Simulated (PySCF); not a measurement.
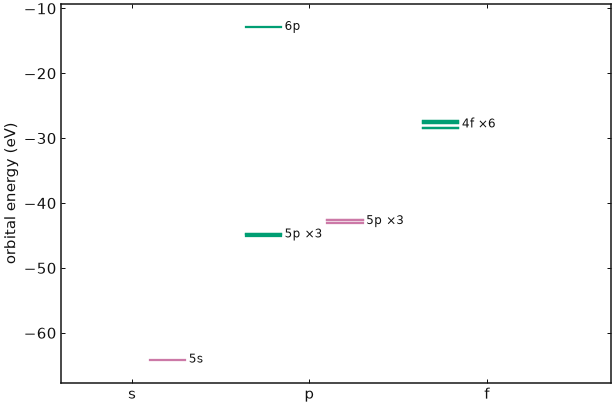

**Figure 1.** Orbital energies of the mean field, from the top down to −64.1 eV, by angular momentum, α spin at the left of each column and β at the right; ×n counts the orbitals under one label. Empty levels that the record names by l alone aren't drawn. The highest filled orbital is 6p α at −12.8 eV, the lowest empty one f α at −27.9 eV.

# Run report: Eu²⁺, atomic calculation

System: Eu²⁺, configuration 1s2 2s2 2p6 3s2 3p6 3d10 4s2 4p6 4d10 4f6 5s2 5p6 6p1, multiplicity 8.
Method: unrestricted PBEsol, ANO-RCC-VTZP, spin-free X2C-1e, Gaussian nucleus (PySCF).

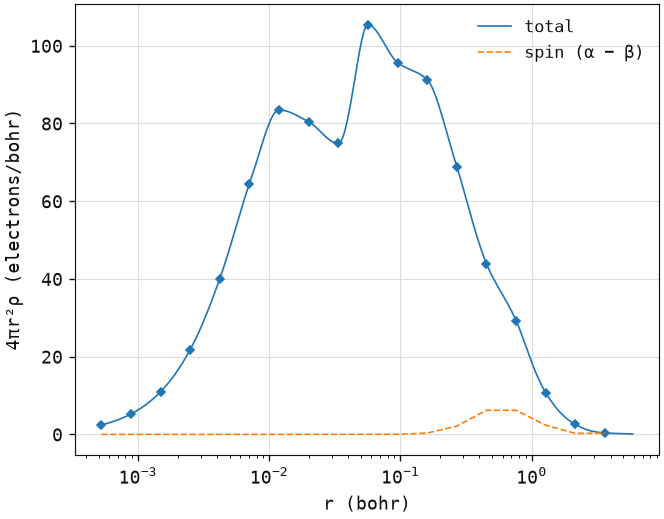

**Figure 2.** Spherically averaged radial density 4πr²ρ of the mean field and its spin part; markers are the stored points, which are sparse, and the line is a monotone interpolation between them. The largest stored value is 105 electrons/bohr at r = 0.057 bohr. Root-mean-square radii of the shells: 4p 0.638, 4d 0.703, 4f 0.990, 5s 1.44, 5p 1.66, 6p 4.51 bohr.

These pictures come from the run below.

### The input
```python
from pyscf import gto, scf, dft, mp, cc
import basis_set_exchange as bse
mol = gto.M(atom="Eu 0 0 0", charge=2, spin=7, symmetry="D2h",
            basis=gto.basis.parse(bse.get_basis("ANO-RCC-VTZP", elements=["Eu"], fmt="nwchem")),
            nucmod="G")
mf = dft.UKS(mol, xc="PBEsol").sfx2c1e()
mf.irrep_nelec = {'Ag': (9, 9), 'B1g': (2, 2), 'B2g': (2, 2), 'B3g': (2, 2), 'Au': (1, 0), 'B1u': (6, 4), 'B2u': (6, 4), 'B3u': (6, 4)}
mf.kernel()
```

The script is an equivalent of what the driver set up; the driver started from orbitals of its own, so the log can be shorter than this script's would be, and it computed the properties (radii, ⟨L²⟩, response) afterwards. It held the occupations shell by shell, which the script's counts by irreducible representation don't always enforce.

### Output (extracts)
```
damping factor = 0
level_shift factor = 0
DIIS = <class 'pyscf.scf.diis.CDIIS'>
diis_start_cycle = 1
diis_space = 10
diis_damp = 0
SCF conv_tol = 1e-09
SCF conv_tol_grad = None
number electrons alpha = 34  beta = 27
XC functionals = PBEsol
    J. P. Perdew, A. Ruzsinszky, G. I. Csonka, O. A. Vydrov, G. E. Scuseria, L. A. Constantin, X. Zhou, and K. Burke.,  Phys. Rev. Lett. 100, 136406 (2008)
    J. P. Perdew, A. Ruzsinszky, G. I. Csonka, O. A. Vydrov, G. E. Scuseria, L. A. Constantin, X. Zhou, and K. Burke.,  Phys. Rev. Lett. 100, 136406 (2008)
cycle= 1 E= -10837.9689294568  delta_E= -0.0202  |g|=  0.2  |ddm|= 0.19
cycle= 2 E= -10837.9654403323  delta_E= 0.00349  |g|= 0.255  |ddm|= 0.0949
cycle= 3 E= -10837.9733868296  delta_E= -0.00795  |g|= 0.0117  |ddm|= 0.0595
cycle= 4 E= -10837.9734086232  delta_E= -2.18e-05  |g|= 0.000521  |ddm|= 0.00382
cycle= 5 E= -10837.97340867  delta_E= -4.67e-08  |g|= 4.42e-05  |ddm|= 0.000225
cycle= 6 E= -10837.9734086706  delta_E= -6.29e-10  |g|= 4.13e-06  |ddm|= 3.11e-05
converged SCF energy = -10837.9734086706  <S^2> = 15.752474  2S+1 = 8.0006185
```

### Results in brief

- outcome: converged
- total energy: −10837.9734 hartree
- ⟨S²⟩: 15.752
- ⟨L²⟩: 14.01
- SCF iterations: 6
- hardware: 1 CPU thread, shared host
- CPU time: 3.7 s (integrals apart)

### Remarks

The driver held the occupations shell by shell, and empty f and d levels lie below the filled 6p. The script shown fixes the counts by irreducible representation only, so by itself it can fall to another configuration. Radii and densities are those of the two-component orbitals, without the picture-change correction, so the innermost s shells come out slightly too small (about 1 % for 1s near Z = 40, more for heavier atoms). This is not the ground configuration of the species. ⟨L²⟩ departs from that of the intended term, so the determinant mixes terms.
